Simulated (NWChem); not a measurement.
# the pair HF···BH2SF: a chain of runs

We compute a single-point energy (singlet BH3SF2, SVWN5/cc-pVDZ), then a single-point energy (singlet HF, SVWN5/cc-pVDZ), then the energy (singlet BH2SF, SVWN5/cc-pVDZ), then a single-point energy (singlet HF, SVWN5/cc-pVDZ), then the energy (singlet BH2SF, SVWN5/cc-pVDZ) of BF2H3S and its partners. 

Program for the calculation: NWChem 7.3.0.

### 1 Starting point

The species is BH3SF2 (7 atoms), meant as a singlet with charge 0. The two molecules were placed rigidly side by side, at 0.85 times their contact distance; the pair isn't optimised.

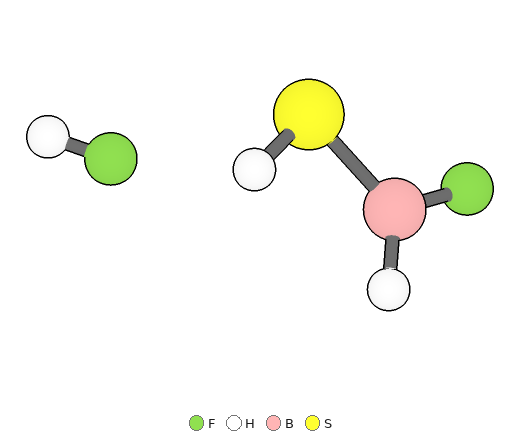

Viewed from a chosen angle; fluorine green, hydrogen white, boron pink, sulfur yellow.

### 2 A single-point energy at SVWN5/cc-pVDZ (run 1)

Input file mol.nw:

```
start mol
title "BF2H3S energy"
memory total 2200 mb
geometry noautosym nocenter noautoz
 F    -0.390000    0.144600   -0.196400
 H     0.390000   -0.144600    0.196400
 F    -4.077190   -1.658310   -4.367980
 B    -3.299700   -0.898300   -3.615930
 S    -2.550820   -1.639920   -2.163760
 H    -3.120760    0.242410   -3.919610
 H    -1.908910   -0.524510   -1.784580
end
basis spherical bse
 * library cc-pVDZ
end
dft
 xc slater vwn_5
 mult 1
 grid fine
 convergence energy 1e-08
 maxiter 100
 mulliken
 noprint "final vectors analysis"
end
task dft energy
```

Command:

```console
nwchem mol.nw > mol.out
```

The log of the run (excerpt; [...] marks lines left out):

```text
[...]
          Wavefunction type:  closed shell.
          No. of atoms     :     7
          No. of electrons :    42
[...]
          Charge           :     0
          Spin multiplicity:     1
[...]
          AO basis - number of functions:    75
[...]
              XC Information
              --------------
                        Slater Exchange Functional  1.000 local
                      VWN V Correlation Functional  1.000 local
[...]
 d= 0,ls=0.0,diis     1   -621.5501401662 -7.55D+02  2.00D-02  1.20D+00     2.9
[...]
 d= 0,ls=0.0,diis    11   -621.6543962716 -9.82D-10  2.19D-07  7.96D-10    19.6
         Total DFT energy =     -621.654396271598
      One electron energy =    -1129.140439960201
           Coulomb energy =      423.077054989823
    Exchange-Corr. energy =      -48.830372132161
 Nuclear repulsion energy =      133.239360830940
[...]
      Total Density - Mulliken Population Analysis
     ---------------------------------------------
    Atom       Charge   Shell Charges
 -----------   ------   -------------------------------------------------------
    1 F    9     9.19   2.01  0.87  0.97  3.35  1.99  0.00
    2 H    1     0.78   0.63  0.04  0.11
    3 F    9     9.02   2.01  0.88  0.94  3.35  1.83  0.01
    4 B    5     5.01   2.02  0.60  0.32  1.55  0.34  0.19
    5 S   16    16.08   2.00  2.04  0.94  0.80  6.01  2.40  1.83  0.05
    6 H    1     1.04   0.72  0.31  0.01
    7 H    1     0.88   0.66  0.18  0.03
[...]
```

Run time: 20 s. Hardware: 1 thread of Intel Xeon Platinum 8259CL at 2.50GHz (Skylake/Cascade Lake), shared host; peak memory 0.11 GiB.

### 3 HF: a single-point energy at SVWN5/cc-pVDZ (run 2)

Input file fh.nw:

```
START fh
TITLE "FH"
memory stack 880 mb heap 220 mb global 1100 mb

GEOMETRY units angstrom noautosym nocenter noautoz
F    -0.390000    0.144600   -0.196400
H     0.390000   -0.144600    0.196400
END

BASIS spherical bse
F library cc-pVDZ
H library cc-pVDZ
END

DFT
xc slater vwn_5
grid fine
convergence energy 1e-08
iterations 100
mulliken
noprint "final vectors analysis"
END

TASK dft energy
```

Command:

```console
nwchem fh.nw > fh.out
```

The log of the run (excerpt; [...] marks lines left out):

```text
[...]
          Wavefunction type:  closed shell.
          No. of atoms     :     2
          No. of electrons :    10
[...]
          Charge           :     0
          Spin multiplicity:     1
[...]
          AO basis - number of functions:    19
[...]
              XC Information
              --------------
                        Slater Exchange Functional  1.000 local
                      VWN V Correlation Functional  1.000 local
[...]
 d= 0,ls=0.0,diis     1    -99.7502907652 -1.05D+02  3.07D-02  4.36D-01     0.1
[...]
 d= 0,ls=0.0,diis     7    -99.7810564660 -1.11D-09  9.78D-08  2.84D-11     0.4
         Total DFT energy =      -99.781056466033
      One electron energy =     -150.600842404292
           Coulomb energy =       55.842840111883
    Exchange-Corr. energy =      -10.200006859656
 Nuclear repulsion energy =        5.176952686031
[...]
      Total Density - Mulliken Population Analysis
     ---------------------------------------------
    Atom       Charge   Shell Charges
 -----------   ------   -------------------------------------------------------
    1 F    9     9.22   2.01  0.87  0.98  3.34  2.01  0.00
    2 H    1     0.78   0.64  0.04  0.11
[...]
```

It took 0.9 s on 1 thread of Intel Xeon Platinum 8259CL at 2.50GHz (Skylake/Cascade Lake), shared host; peak memory 0.11 GiB.

### 4 BH2SF: the energy at SVWN5/cc-pVDZ (run 3)

Input file work.nw:

```
start work
title "BFH2S SVWN5"
memory total 2200 mb
charge 0
geometry noautosym nocenter noautoz
   F    -4.077190   -1.658310   -4.367980
   B    -3.299700   -0.898300   -3.615930
   S    -2.550820   -1.639920   -2.163760
   H    -3.120760    0.242410   -3.919610
   H    -1.908910   -0.524510   -1.784580
end
basis spherical bse
   * library cc-pVDZ
end
dft
   xc slater vwn_5
   mult 1
   grid fine
   convergence energy 1e-08
   iterations 100
   mulliken
   print low
end
task dft
```

Command:

```console
nwchem work.nw > work.out
```

The log of the run (excerpt; [...] marks lines left out):

```text
[...]
 d= 0,ls=0.0,diis     1   -521.7883896696 -6.08D+02  2.45D-02  7.90D-01     2.2
[...]
 d= 0,ls=0.0,diis    11   -521.8651097934 -1.37D-09  1.91D-07  1.10D-10    14.0
         Total DFT energy =     -521.865109793417
      One electron energy =     -895.587121244940
           Coulomb energy =      325.721013793014
    Exchange-Corr. energy =      -38.634535934250
 Nuclear repulsion energy =       86.635533592758
[...]
      Total Density - Mulliken Population Analysis
     ---------------------------------------------
    Atom       Charge   Shell Charges
 -----------   ------   -------------------------------------------------------
    1 F    9     9.02   2.01  0.88  0.94  3.35  1.83  0.01
    2 B    5     5.01   2.02  0.60  0.32  1.55  0.33  0.19
    3 S   16    16.07   2.00  2.04  0.94  0.80  6.01  2.40  1.81  0.06
    4 H    1     1.03   0.71  0.31  0.01
    5 H    1     0.88   0.68  0.17  0.03
[...]
```

Run time: 15 s. Hardware: 1 thread of Intel Xeon Platinum 8259CL at 2.50GHz (Skylake/Cascade Lake), shared host; peak memory 0.11 GiB.

### 5 HF among ghost functions: the energy at SVWN5/cc-pVDZ (with ghost functions) (run 4)

Input file fh.nw:

```
start fh
title "FH"
memory 2200 mb

geometry noautosym nocenter noautoz
F    -0.390000    0.144600   -0.196400
H     0.390000   -0.144600    0.196400
bqF     -4.077190    -1.658310    -4.367980
bqB     -3.299700    -0.898300    -3.615930
bqS     -2.550820    -1.639920    -2.163760
bqH     -3.120760     0.242410    -3.919610
bqH     -1.908910    -0.524510    -1.784580
end

basis spherical bse
F library cc-pVDZ
H library cc-pVDZ
bqF library F cc-pVDZ
bqB library B cc-pVDZ
bqS library S cc-pVDZ
bqH library H cc-pVDZ
end

dft
xc slater vwn_5
mult 1
grid fine
convergence energy 1e-08
iterations 100
mulliken
print low
end

task dft
```

Command:

```console
nwchem fh.nw > fh.out
```

The log of the run (excerpt; [...] marks lines left out):

```text
[...]
 d= 0,ls=0.0,diis     1    -99.7532190668 -1.05D+02  8.49D-03  4.34D-01     1.8
[...]
 d= 0,ls=0.0,diis     7    -99.7845379085 -1.14D-09  3.33D-08  4.39D-11    11.0
         Total DFT energy =      -99.784537908461
      One electron energy =     -150.543518367597
           Coulomb energy =       55.773085904472
    Exchange-Corr. energy =      -10.191058131366
 Nuclear repulsion energy =        5.176952686031
[...]
      Total Density - Mulliken Population Analysis
     ---------------------------------------------
    Atom       Charge   Shell Charges
 -----------   ------   -------------------------------------------------------
    1 F    9     9.19   2.01  0.87  0.98  3.34  1.98  0.00
    2 H    1     0.79   0.64  0.04  0.11
    3 X    0    -0.00   0.00  0.00 -0.00 -0.00 -0.00 -0.00
    4 X    0    -0.00  -0.00  0.00 -0.00  0.00 -0.00 -0.00
    5 X    0    -0.00   0.00  0.00  0.00 -0.00 -0.00 -0.00 -0.00 -0.00
    6 X    0     0.00  -0.00  0.00  0.00
    7 X    0     0.03  -0.00  0.03  0.00
[...]
```

It took 12 s on 1 thread of Intel Xeon Platinum 8259CL at 2.50GHz (Skylake/Cascade Lake), shared host; peak memory 0.11 GiB.

### 6 BH2SF among ghost functions: the energy at SVWN5/cc-pVDZ (with ghost functions) (run 5)

Input file mymol.nw:

```
echo
start mymol
title "BFH2S"
memory 2200 mb
charge 0

geometry units au noautosym nocenter noautoz
  F   -7.70477246  -3.13375173  -8.25428592
  B   -6.23552929  -1.69754098  -6.83311739
  S   -4.82035119  -3.09899967  -4.08891380
  H   -5.89738170   0.45808851  -7.40698942
  H   -3.60731710  -0.99118025  -3.37236745
  bqF     -0.736993     0.273254    -0.371142
  bqH      0.736993    -0.273254     0.371142
end

basis spherical bse
  F library cc-pVDZ
  B library cc-pVDZ
  S library cc-pVDZ
  H library cc-pVDZ
  bqF library F cc-pVDZ
  bqH library H cc-pVDZ
end

dft
  xc slater vwn_5
  grid fine
  convergence energy 1e-08
  maxiter 100
  mulliken
  print low
end

task dft energy
```

Command:

```console
nwchem mymol.nw > mymol.out
```

The log of the run (excerpt; [...] marks lines left out):

```text
[...]
 d= 0,ls=0.0,diis     1   -521.7884699146 -6.08D+02  1.83D-02  7.90D-01     2.8
[...]
 d= 0,ls=0.0,diis    11   -521.8651964992 -1.37D-09  1.43D-07  1.11D-10    19.5
         Total DFT energy =     -521.865196499187
      One electron energy =     -895.584500794386
           Coulomb energy =      325.718120080707
    Exchange-Corr. energy =      -38.634343084399
 Nuclear repulsion energy =       86.635527298893
[...]
      Total Density - Mulliken Population Analysis
     ---------------------------------------------
    Atom       Charge   Shell Charges
 -----------   ------   -------------------------------------------------------
    1 F    9     9.02   2.01  0.88  0.94  3.35  1.83  0.01
    2 B    5     5.01   2.02  0.60  0.32  1.55  0.33  0.19
    3 S   16    16.07   2.00  2.04  0.94  0.80  6.01  2.40  1.82  0.06
    4 H    1     1.03   0.71  0.31  0.01
    5 H    1     0.87   0.68  0.16  0.03
    6 X    0     0.00  -0.00 -0.00  0.00 -0.00  0.00  0.00
    7 X    0     0.00   0.00  0.00  0.00
[...]
```

Wall time 20 s (1 thread of Intel Xeon Platinum 8259CL at 2.50GHz (Skylake/Cascade Lake), shared host); peak memory 0.11 GiB.

### 7 Results

| quantity | value |
| --- | --- |
| run 1, SVWN5/cc-pVDZ: total energy | -621.65440 Eh |
| run 1, SVWN5/cc-pVDZ: dipole moment | 3.30 D |
| HF: total energy | -99.78106 Eh |
| HF: dipole moment | 1.82 D |
| BH2SF: total energy | -521.86511 Eh |
| HF among ghost functions: total energy | -99.78454 Eh |
| BH2SF among ghost functions: total energy | -521.86520 Eh |
| interaction energy of the rigid parts HF and BH2SF (parts in their own basis; closest atoms 2.30 Å apart) | -0.224 eV |
| interaction energy of the rigid parts HF and BH2SF (parts in the whole basis, counterpoise; closest atoms 2.30 Å apart) | -0.127 eV |

**Reading.** The interaction energy of the rigid parts HF and BH2SF (parts in their own basis; closest atoms 2.30 Å apart) is −0.22 eV (−5.2 kcal/mol): the parts attract. Without counterpoise this holds the superposition error of the basis. The interaction energy of the rigid parts HF and BH2SF (parts in the whole basis, counterpoise; closest atoms 2.30 Å apart) is −0.13 eV (−2.9 kcal/mol): the parts attract. The basis-set superposition error is 9.4 kJ/mol.
